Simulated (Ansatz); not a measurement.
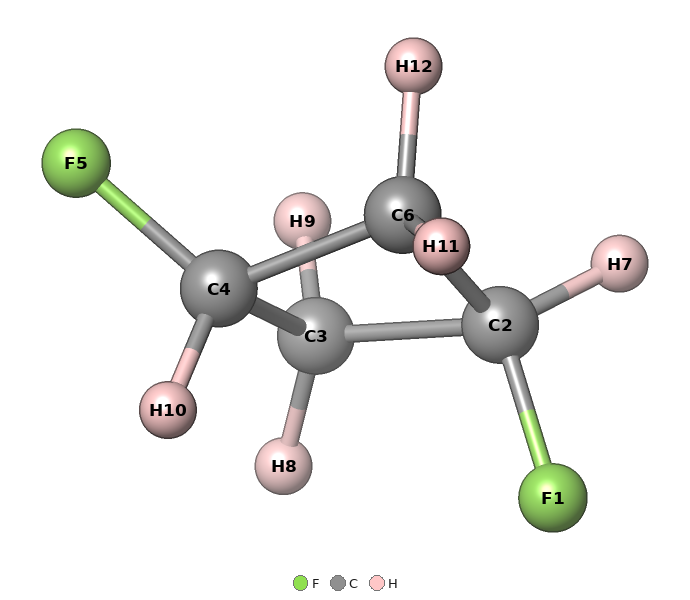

Atoms fade into the background with distance from the viewer. The geometry was computed by an optimisation with PBE0-D4/def2-TZVP.

**What is the conformation of the ring C2–C3–C4–C6?**

It is puckered (butterfly). The Cremer–Pople amplitude Q is 0.25 Å.

**Give the torsion angles round the ring, beginning with the bond from its second to its third atom.**

19°, −19°, 19°, −19°.
